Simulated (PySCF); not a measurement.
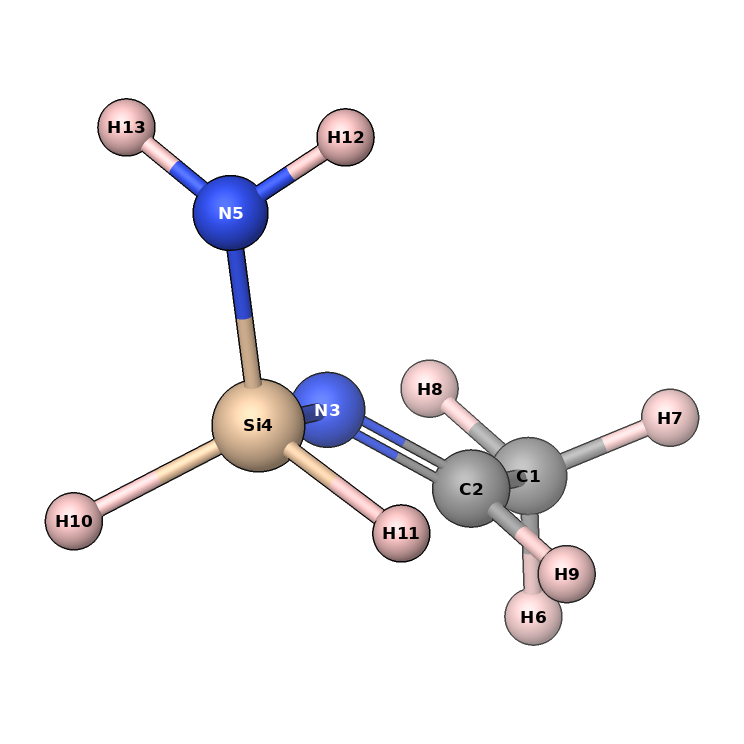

N3 lies behind Si4. The molecule seen a little off the Si4–N3 bond, Si4 in front. Atoms fade into the background with distance from the viewer. The geometry was computed by an optimisation with PBE0-D3(BJ)/def2-SVP. No frequency run is at hand to confirm it as a minimum.

Question: What is the torsion angle N5–Si4–N3–C2? The sign is positive where the front bond must turn clockwise to cover the back bond.

Answer: 124°, anticlinal.
